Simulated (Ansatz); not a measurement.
# NOF (nitrosyl fluoride) at 6 levels

Aim: a comparison of 6 runs (UHF/STO-3G, B2PLYP/STO-3G, BHLYP/STO-3G, PBE0/STO-3G, UB3LYP/STO-3G, UPBE0/STO-3G) of NOF (nitrosyl fluoride). 

Program for the calculation: Ansatz 0.2.0.

66 further runs of the same task are left out: 15 that didn't finish, 51 set aside as unsound or not needed.

**1. The structure to begin with**

The species is NOF (3 atoms), meant as a singlet with charge 0. As SMILES, `O=NF`. The N2–O1 distance was set to 1.708 Å, away from the relaxed value.

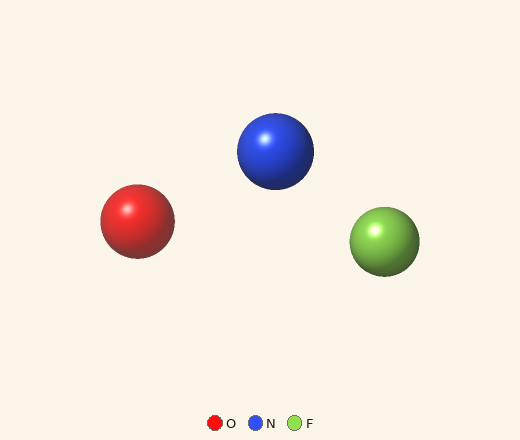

The structure, seen from a chosen angle (oxygen red, nitrogen blue, fluorine green).

**2. The energy at UHF/STO-3G (run 1)**

molecule.yaml

```yaml
crystal:
  periodic: [false, false, false]
  atoms:
    - {symbol: O, position_ang: [1.248243, 0.605443, 0.753242]}
    - {symbol: "N", position_ang: [0.147270, -0.481640, 0.029090]}
    - {symbol: F, position_ang: [-1.028520, 0.238580, -0.540950]}
basis:
  gaussian:
    orbitals: STO-3G
total_charge: 0
magnetization:
  spin_polarized: true
hamiltonian:
  xc: hf
accuracy: high
```

Launch:

```sh
$ ansatz run molecule.yaml --threads 1 --pin off --max-ram 2610MiB --events-out events.jsonl --progress --plain --runs-dir runs
```

Standard output:

```text
Warning: RAYON_NUM_THREADS=1 ignored (pool sized by the plan → 1); use --threads N
Functional definition: HF
  name "HF"
  exchange = exact_x
  correlation = 0
250 factors; integrals over basis functions are off by at most 3.5e-8 eV
mean field evaluation 1: about -6115.8362 eV, gradient 4.4e1 eV
mean field evaluation 2: about -6115.9264 eV, gradient 4.4e1 eV
mean field evaluation 4: about -6129.2316 eV, gradient 1.4e1 eV
mean field evaluation 8: about -6130.6928 eV, gradient 5.7e0 eV
mean field evaluation 16: about -6131.2564 eV, gradient 5.9e-2 eV
mean field evaluation 32: about -6136.5229 eV, gradient 3.0e-2 eV
mean field evaluation 64: about -6136.4882 eV, gradient 7.3e-2 eV
mean field evaluation 96: about -6133.7730 eV, gradient 7.6e0 eV
mean field evaluation 128: about -6136.6180 eV, gradient 2.4e-1 eV
mean field evaluation 160: about -6131.8525 eV, gradient 3.8e0 eV
mean field evaluation 192: about -6134.4414 eV, gradient 9.9e0 eV
mean field evaluation 224: about -6131.0898 eV, gradient 5.1e0 eV
mean field evaluation 256: about -6130.3782 eV, gradient 4.7e-1 eV
mean field evaluation 288: about -6123.5903 eV, gradient 2.3e1 eV
mean field -6136.52298239 eV, -225.5130601181 hartree, gradient 1.6e-8 eV, S^2 1.722827; 6 other end points of the search recorded, 0 dependent functions left out
reference -6136.52298239 eV, -225.5130601181 hartree; 12, 12 occupied and 3, 3 virtual orbitals, 250 factors
Total energy: -6136.52298239 eV, -225.5130601181 hartree
```

Run time: 0.3 s. Hardware: 1 thread of Arm Neoverse V1, shared host.

**3. A single-point energy at B2PLYP/STO-3G (run 2)**

input.yaml

```yaml
crystal:
  periodic: [false, false, false]
  atoms:
    - {symbol: O, position_ang: [1.248243, 0.605443, 0.753242]}
    - {symbol: N, position_ang: [0.147270, -0.481640, 0.029090]}
    - {symbol: F, position_ang: [-1.028520, 0.238580, -0.540950]}
basis:
  gaussian: {orbitals: STO-3G}
hamiltonian: {xc: {name: B2PLYP}}
correlation: {frozen_orbitals: {F: 1, "N": 1, O: 1}}
accuracy: high
```

Launch:

```sh
$ ansatz run input.yaml --threads 1 --pin off --max-ram 2610MiB --events-out events.jsonl --progress --plain --runs-dir runs
```

Standard output, cut to the lines that bear on the results:

```text
Warning: RAYON_NUM_THREADS=1 ignored (pool sized by the plan → 1); use --threads N
Functional definition: B2PLYP
  name "B2PLYP"
[...]
250 factors; integrals over basis functions are off by at most 3.5e-8 eV
[...]
mean field -6150.26085497 eV, -226.0179176237 hartree, gradient 2.1e-8 eV, S^2 0.000000; 2 other end points of the search recorded, 0 dependent functions left out; unrestricted orbitals would lower it
3 core orbitals not correlated: weight in the atoms' cores, before any rotation towards them, 1.000 or more for the frozen orbitals, at most 0.000 for the correlated occupied ones
reference -6150.26086504 eV, -226.0179179937 hartree; 9, 9 occupied and 3, 3 virtual orbitals, 250 factors
second order -13.73862520 eV of doubles, -0.00000000 eV of singles
Total energy: -6153.97029385 eV, -226.1542369879 hartree
```

Run time: 1.2 s. Hardware: 1 thread of Arm Neoverse V1, shared host.

Runs 3 to 5 aren't shown in full; the table further down has their settings and results.

**4. A single-point energy at UPBE0/STO-3G (run 6)**

molecule.yaml

```yaml
basis:
  gaussian: {orbitals: STO-3G}
crystal:
  periodic: [false, false, false]
  atoms:
    - {symbol: O, position_ang: [1.248243, 0.605443, 0.753242]}
    - {symbol: "N", position_ang: [0.147270, -0.481640, 0.029090]}
    - {symbol: F, position_ang: [-1.028520, 0.238580, -0.540950]}
magnetization: {spin_polarized: true}
hamiltonian: {xc: pbe0}
accuracy: high
```

Launch:

```sh
$ ansatz run molecule.yaml --threads 1 --pin off --max-ram 2610MiB --events-out events.jsonl --progress --plain --runs-dir runs
```

Standard output:

```text
Warning: RAYON_NUM_THREADS=1 ignored (pool sized by the plan → 1); use --threads N
Functional definition: PBE0
  name "PBE0"
  parameter a = 0.25
  parameter kappa = 0.804
  parameter beta = 0.06672455060314922
  exchange = (1 - a)*pbe_x(kappa = kappa, mu = beta*pi^2/3) + a*exact_x
  correlation = pbe_c(beta = beta)
250 factors; integrals over basis functions are off by at most 3.5e-8 eV
mean field evaluation 1: about -6146.6508 eV, gradient 3.4e1 eV
mean field evaluation 2: about -5979.1993 eV, gradient 8.5e1 eV
mean field evaluation 4: about -6126.1393 eV, gradient 4.7e1 eV
mean field evaluation 8: about -6154.7744 eV, gradient 2.2e-1 eV
mean field evaluation 16: about -6155.0490 eV, gradient 1.7e0 eV
mean field evaluation 32: about -6155.8565 eV, gradient 8.2e-9 eV
mean field evaluation 64: about -6155.8565 eV, gradient 1.0e-6 eV
mean field -6155.85653633 eV, -226.2235551206 hartree, gradient 8.9e-9 eV, S^2 0.929631; 6 other end points of the search recorded, 0 dependent functions left out
reference -6155.85653691 eV, -226.2235551420 hartree; 12, 12 occupied and 3, 3 virtual orbitals, 250 factors
Total energy: -6155.85653691 eV, -226.2235551420 hartree
```

Run time: 4.2 s. Hardware: 1 thread of Arm Neoverse V1, shared host; peak memory 0.11 GiB.

**5. Overview of the runs**

| run | level | frozen core orbitals | energy (Eh) | wall time |
| --- | --- | --- | --- | --- |
| 1 | UHF/STO-3G | – | -225.513060 | 0.3 s |
| 2 | B2PLYP/STO-3G | 3 | -226.154237 | 1.2 s |
| 3 | BHLYP/STO-3G | – | -226.255963 | 0.64 s |
| 4 | PBE0/STO-3G | – | -226.183804 | 0.69 s |
| 5 | UB3LYP/STO-3G | – | -226.413149 | 3.9 s |
| 6 | UPBE0/STO-3G | – | -226.223555 | 4.2 s |

**6. What came out**

```
           quantity          value
run 6: total energy  -226.22356 Eh
        run 6: ⟨S²⟩          0.930
```

Totals of different functionals can't be ranked against each other. In run 2 the log says that unrestricted orbitals would lower the reference, so the values rest on an unstable closed-shell determinant (other closed-shell runs at this shape may share the fault). In runs 1, 2, 3, 4, 5, 6 the basis is minimal, so the values are rough. Spin contamination of the reference: run 1 ⟨S²⟩ = 1.72, run 6 ⟨S²⟩ = 0.93, run 5 ⟨S²⟩ = 0.87. Where it is this large, the reference is a mixture of spin states, and values that rest on it are in doubt. All runs together took 11 s, the longest 4.2 s.
